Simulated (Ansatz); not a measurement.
**AlH3 (SMILES [H][Al]([H])[H]) at 6 levels**

Aim: a comparison of 6 runs (r2SCAN0/3-21G, PBE/6-31G*, RPA@PBE/3-21G, CCSDT(Q)/3-21G, BCCD(T)/6-31G*, CCSD/3-21G) of AlH3. 

The results are computed with Ansatz 0.2.0.

61 further runs of the same task are left out: 2 that didn't finish, 59 set aside as unsound or not needed.

## Step 1: Starting point

AlH3: 4 atoms, total charge 0, spin state singlet. SMILES: `[H][Al]([H])[H]`. The H2–Al1 distance was set to 3.883 Å, away from the relaxed value. At this shape a bond of the SMILES string is far longer than usual.

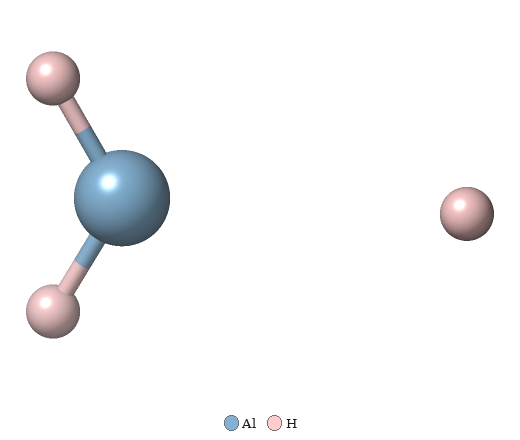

The structure, seen from a chosen angle (aluminium light blue, hydrogen pink).

## Step 2: The energy at r2SCAN0/3-21G (run 1)

File in.yaml:

```yaml
crystal:
  periodic: [false, false, false]
  atoms:
    - {symbol: Al, position_ang: [-2.329030, 0.045731, -0.021865]}
    - {symbol: H, position_ang: [1.552650, -0.030520, 0.014610]}
    - {symbol: H, position_ang: [-3.078830, 1.405591, -0.041005]}
    - {symbol: H, position_ang: [-3.131850, -1.283549, -0.017405]}
basis:
  gaussian:
    orbitals: 3-21G.json
hamiltonian:
  xc: {name: r2SCAN0}
accuracy: high
```

The basis set 3-21G is read from a file made from the Basis Set Exchange's data (not shown).

Run with:

```
$ ansatz run in.yaml --threads 1 --pin off --max-ram 2610MiB --events-out events.jsonl --progress --plain --runs-dir runs
```

Output:

```text
Warning: RAYON_NUM_THREADS=1 ignored (pool sized by the plan → 1); use --threads N
Functional definition: r2SCAN0
  name "r2SCAN0"
  parameter a = 0.25
  parameter k0 = 0.174
  parameter k1 = 0.065
  parameter a1 = 4.9479
  exchange = (1 - a)*r2scan_x(k0 = k0, k1 = k1, a1 = a1) + a*exact_x
  correlation = r2scan_c
360 factors; integrals over basis functions are off by at most 2.6e-9 eV
mean field evaluation 1: about -6598.5860 eV, gradient 1.6e1 eV
mean field evaluation 2: about -6592.0299 eV, gradient 1.9e1 eV
mean field evaluation 4: about -6601.4561 eV, gradient 6.4e0 eV
mean field evaluation 8: about -6601.4819 eV, gradient 6.1e0 eV
mean field evaluation 16: about -6601.8297 eV, gradient 1.2e-8 eV
mean field -6601.82970166 eV, -242.6127666553 hartree, gradient 9.0e-8 eV, S^2 0.000000; 0 other end points of the search recorded, 0 dependent functions left out
reference -6601.82970231 eV, -242.6127666791 hartree; 8, 8 occupied and 11, 11 virtual orbitals, 360 factors
Total energy: -6601.82970231 eV, -242.6127666791 hartree
```

Run time: 1.6 s. Hardware: 1 thread of Arm Neoverse V2, shared host; peak memory 0.11 GiB.

## Step 3: A single-point energy at PBE/6-31G(d) (spherical functions) (run 2)

File in.yaml:

```yaml
crystal:
  periodic: [false, false, false]
  atoms:
    - symbol: Al
      position_ang: [-2.329030, 0.045731, -0.021865]
    - symbol: H
      position_ang: [1.552650, -0.030520, 0.014610]
    - symbol: H
      position_ang: [-3.078830, 1.405591, -0.041005]
    - symbol: H
      position_ang: [-3.131850, -1.283549, -0.017405]
basis:
  gaussian:
    orbitals: 6-31G_st_-spherical.json
hamiltonian:
  xc: pbe
accuracy: high
```

The basis set 6-31G* is read from a file made from the Basis Set Exchange's data (not shown).

Run with:

```
$ ansatz run in.yaml --threads 1 --pin off --max-ram 2610MiB --events-out events.jsonl --progress --plain --runs-dir runs
```

Output:

```text
Warning: RAYON_NUM_THREADS=1 ignored (pool sized by the plan → 1); use --threads N
Functional definition: PBE
  name "PBE"
  parameter kappa = 0.804
  parameter beta = 0.06672455060314922
  exchange = pbe_x(kappa = kappa, mu = beta*pi^2/3)
  correlation = pbe_c(beta = beta)
437 factors; integrals over basis functions are off by at most 3.6e-9 eV
mean field evaluation 1: about -6631.5332 eV, gradient 2.1e1 eV
mean field evaluation 2: about -6624.1324 eV, gradient 2.1e1 eV
mean field evaluation 4: about -6633.2845 eV, gradient 1.6e1 eV
mean field evaluation 8: about -6634.8535 eV, gradient 1.1e1 eV
mean field evaluation 16: about -6636.0266 eV, gradient 5.9e-6 eV
mean field -6636.02659837 eV, -243.8694794298 hartree, gradient 1.3e-8 eV, S^2 0.000000; 0 other end points of the search recorded, 0 dependent functions left out
reference -6636.02660208 eV, -243.8694795659 hartree; 8, 8 occupied and 16, 16 virtual orbitals, 437 factors
Total energy: -6636.02660208 eV, -243.8694795659 hartree
```

Run time: 0.83 s. Hardware: 1 thread of Arm Neoverse V2, shared host.

Runs 3 to 5 aren't shown in full; the table further down has their settings and results.

## Step 4: The energy at CCSD/3-21G (run 6)

File run.yaml:

```yaml
basis:
  gaussian:
    orbitals: 3-21G.json
crystal:
  periodic: [false, false, false]
  atoms:
    - symbol: Al
      position_ang: [-2.329030, 0.045731, -0.021865]
    - symbol: H
      position_ang: [1.552650, -0.030520, 0.014610]
    - symbol: H
      position_ang: [-3.078830, 1.405591, -0.041005]
    - symbol: H
      position_ang: [-3.131850, -1.283549, -0.017405]
accuracy: high
scf:
  omitted_lower_state_checks: [cluster_reference, increment]
correlation:
  method: ccsd
  frozen_orbitals: {Al: 5, H: 0}
```

The basis set 3-21G is read from a file made from the Basis Set Exchange's data (not shown).

Run with:

```
$ ansatz run run.yaml --threads 1 --pin off --max-ram 2610MiB --events-out events.jsonl --progress --plain --runs-dir runs
```

Output (excerpt; [...] marks lines left out):

```text
Warning: RAYON_NUM_THREADS=1 ignored (pool sized by the plan → 1); use --threads N
Functional definition: HF
  name "HF"
[...]
360 factors; integrals over basis functions are off by at most 2.6e-9 eV
[...]
mean field -6587.31641778 eV, -242.0794133098 hartree, gradient 7.7e-8 eV, S^2 0.000000; 1 other end points of the search recorded, 0 dependent functions left out; unrestricted orbitals would lower it
5 core orbitals not correlated: weight in the atoms' cores, before any rotation towards them, 1.000 or more for the frozen orbitals, at most 0.000 for the correlated occupied ones
reference -6587.31641778 eV, -242.0794133098 hartree; 3, 3 occupied and 11, 11 virtual orbitals, 360 factors
second order -2.17994800 eV of doubles, -0.00000000 eV of singles
cycle   1  -2.26384181 eV  change   -7.8e-1 eV  update   1.4e-1
[...]
cycle  29  -3.87610491 eV  change  -1.7e-10 eV  update  1.2e-10
WARN: these amplitudes may be one of several solutions (largest doubles amplitude 0.72, level shift 4.90 eV)
Total energy: -6591.19252268 eV, -242.2218575379 hartree
Checks for a lower state left out: cluster_reference, increment
```

Wall time 0.12 s (1 thread of Arm Neoverse V2, shared host).

## Step 5: All runs side by side

| run | level | frozen core orbitals | energy (Eh) | wall time |
| --- | --- | --- | --- | --- |
| 1 | r2SCAN0/3-21G | – | -242.612767 | 1.6 s |
| 2 | PBE/6-31G* (spherical functions) | – | -243.869480 | 0.83 s |
| 3 | RPA@PBE/3-21G | 5 | -242.249833 | 1.4 s |
| 4 | CCSDT(Q)/3-21G | 5 | -242.227707 | 0.22 s |
| 5 | BCCD(T)/6-31G* (spherical functions) | 5 | -243.565509 | 0.22 s |
| 6 | CCSD/3-21G | 5 | -242.221858 | 0.12 s |

## Step 6: Results

```
                                          quantity          value
                               run 6: total energy  -242.22186 Eh
run 6: correlation energy (5 core orbitals frozen)     -142.4 mEh
                              run 6: T1 diagnostic          0.079
```

**Reading.** Totals of different functionals can't be ranked against each other. In run 6 the T1 diagnostic is large, so a single reference may not serve. In runs 3, 4, 5, 6 the log says that unrestricted orbitals would lower the reference, so the values rest on an unstable closed-shell determinant (other closed-shell runs at this shape may share the fault). All runs together took 4.3 s, the longest 1.6 s.
